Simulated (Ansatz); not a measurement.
## Electronic structure of ClHZn···CH₄ in real space

The calculation's input:

```
crystal:
  periodic: [false, false, false]
  atoms:
    - {symbol: Zn, position_ang: [-1.034930, -1.170514, -1.371775]}
    - {symbol: H, position_ang: [0.123007, -2.148757, -1.492619]}
    - {symbol: Cl, position_ang: [-2.683471, 0.135699, -1.260809]}
    - {symbol: H, position_ang: [0.655786, -0.372906, 1.235617]}
    - {symbol: C, position_ang: [0.715756, 0.634470, 0.821898]}
    - {symbol: H, position_ang: [-0.284793, 1.014416, 0.612256]}
    - {symbol: H, position_ang: [1.198631, 1.287951, 1.548051]}
    - {symbol: H, position_ang: [1.310015, 0.619541, -0.092520]}
basis:
  gaussian: {orbitals: def2-TZVPP}
hamiltonian: {xc: pbe0, dispersion: d4}
output: {orbitals: {seedname: orbitals}}
```

Command:

```sh
ansatz run in.yaml --threads 4 --pin off --events-out ev --progress --plain --max-ram 9574MiB
```

The reactant side of a reaction path; geometry: PBE0-D4/def2-TZVP.

The calculation used Ansatz, RKS PBE0-D4/def2-TZVPP.

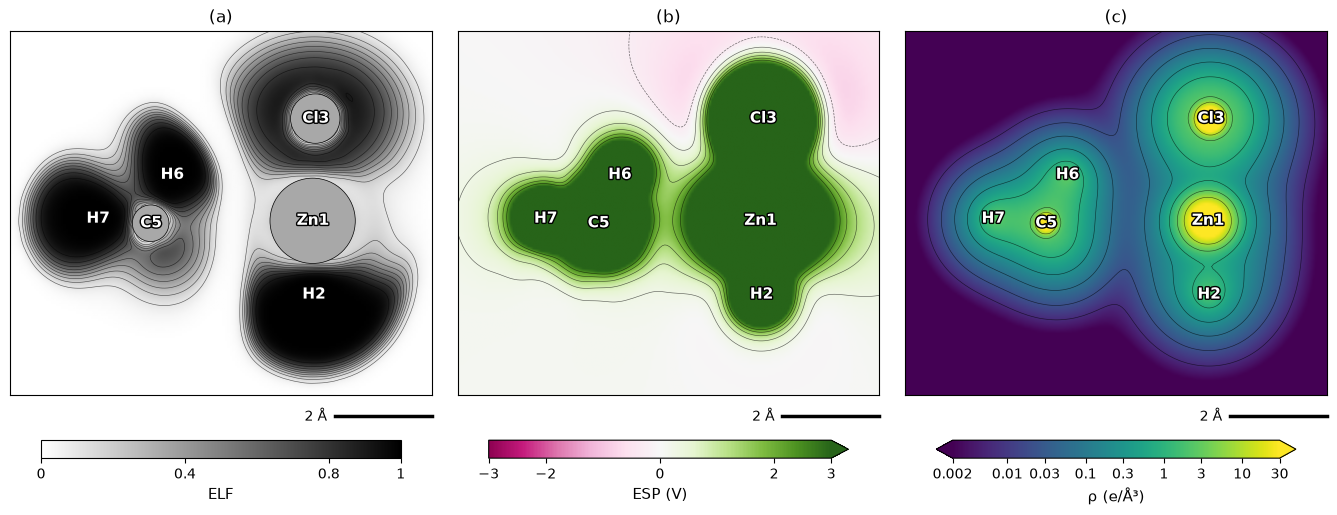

Figure 1. (a) electron localisation function; (b) molecular electrostatic potential; (c) total electron density on the plane of atoms H6, C5 and H7. Grey discs cover the atomic cores in the ELF map.

### Interpret the plot.

- The section cuts through Zn, H, Cl and C sites.
- C5···Zn1 (3.34 Å): the density falls to about 0.04 e/Å³ on the way; the ELF dips to about 0 between them.
- Zn–Cl (2.11 Å): ρ at the midpoint is about 0.74 e/Å³; the ELF peaks at about 0.80 in the valence shell of Cl, 0.8 Å from its nucleus, and is about 0.50 at the midpoint.
- C–H (1.09 Å): ρ at the midpoint is about 2 e/Å³; the ELF climbs to about 1 towards the hydrogen, as it does in any bond to H (an ordinary covalent bond to hydrogen).
- Zn–H (1.52 Å): the density is about 1.2 e/Å³ at the midpoint; the ELF climbs to about 1 towards the hydrogen.
- The ELF also peaks beside Cl3, away from the bonds: lone-pair regions.
- Outside the dense part of the complex the potential is most negative (−0.8 V) near Cl3.

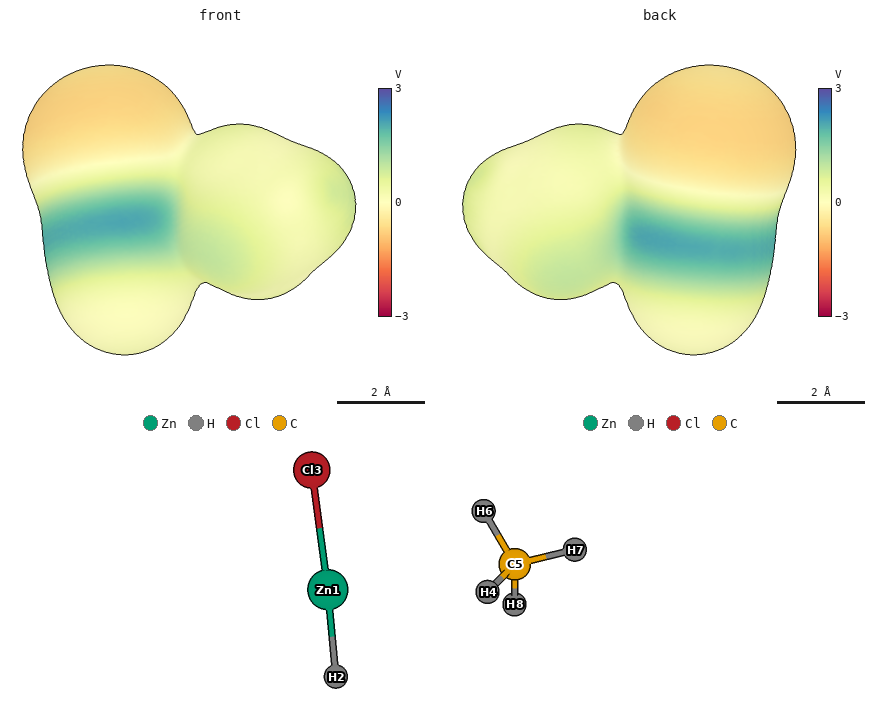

Figure 2. The molecular electrostatic potential painted on the density surface at 0.002 e/bohr³, seen from the front and from behind; the colour scale runs from red (negative) to blue (positive). The bare structure is drawn below in the same view.

### Which sites attract a positive test charge, and which a negative one?

A positive charge is drawn to the negative regions and a negative charge to the positive ones. The most negative region (about −0.7 V) lies over Cl3, the most positive (about +2.1 V) over Zn1.

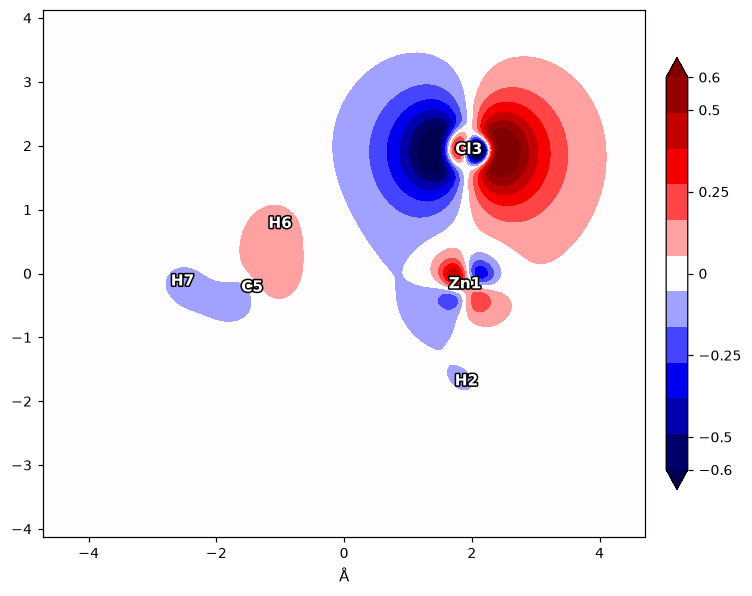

Figure 3. The HOMO on the plane of atoms H6, C5 and H7 (values in Å⁻³ᐟ²; the overall sign is arbitrary).

### Describe this orbital and give its energy.

Its weight (Hirshfeld) is mainly on Cl3 (about 90 %) and Zn1 (about 10 %); largely a lone pair of Cl3. Its energy is −8.81 eV.
